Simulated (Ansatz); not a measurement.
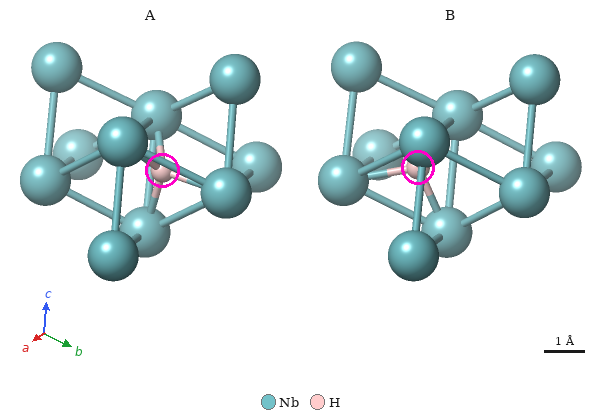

The two relaxed end points of a path for a defect cell of composition Nb₆₄H (65 atoms in the cell). Style: ball-and-stick. Shown: the atoms within 3.6 Å of the middle of the path, slightly off an axis. The moving atom is ringed, with any periodic copies. Bonds to atoms that aren't drawn are left out.

Level of theory: Ansatz 0.2.0, DFT PBE, scalar-relativistic, plane waves, PAW.

Settings: plane-wave cutoff 420 eV; k-point mesh 3 × 3 × 3; Gaussian smearing 0.1 eV; 5 movable images; climbing image.

**What barrier does the band find between them, and by what path?**

The two ends have the same energy, and the highest point, image 3, lies 0.167 eV above the start. The H atom travels furthest, 1.17 Å from end to end, along [−1 −2 −1], on a straight line. At the highest image its nearest neighbour (Nb) is 1.86 Å away, against 1.92 Å at the start, and the surrounding atoms stand up to 0.06 Å off the mean of their end positions. The band is converged.

Energies of the converged images:

```json
{"image": "0", "path (Å)": "0.00", "E (eV)": "0.000"}
{"image": "1", "path (Å)": "0.21", "E (eV)": "0.037"}
{"image": "2", "path (Å)": "0.41", "E (eV)": "0.122"}
{"image": "3", "path (Å)": "0.62", "E (eV)": "0.167"}
{"image": "4", "path (Å)": "0.83", "E (eV)": "0.122"}
{"image": "5", "path (Å)": "1.03", "E (eV)": "0.037"}
{"image": "6", "path (Å)": "1.24", "E (eV)": "0.000"}
```

The geometry at the top of the path:

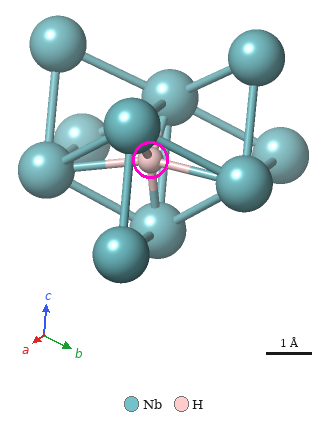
